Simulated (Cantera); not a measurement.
A closed system holds: 1 mol borazine, 2.5 mol O2, 0.68 mol H2, 0.01 mol N2, equilibrated at 165 Torr.

Equilibrium computed with Cantera from the NASA thermochemical tables; the gas is ideal and each condensed phase is pure. Candidate condensed phases: B, BN, B2O3, B3O3H3, H2O; 39 gas species. The feed counts by its element totals alone. Gases not in the tables: H3BO3. The numbers say what is thermodynamically allowed, not how fast it happens.

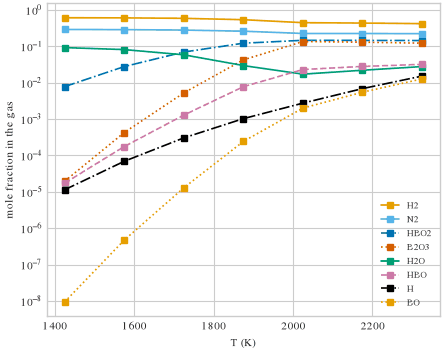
Figure: Equilibrium gas composition (values under 1e-9 drawn at 1e-9)

Q: Read off the mole fractions at 1725 K.

A: H2 about 0.59, N2 about 0.28, HBO2 about 0.069, H2O about 0.058, B2O3 about 0.0052, HBO about 0.0013, H about 0.00030, BO about 1.3e-5.
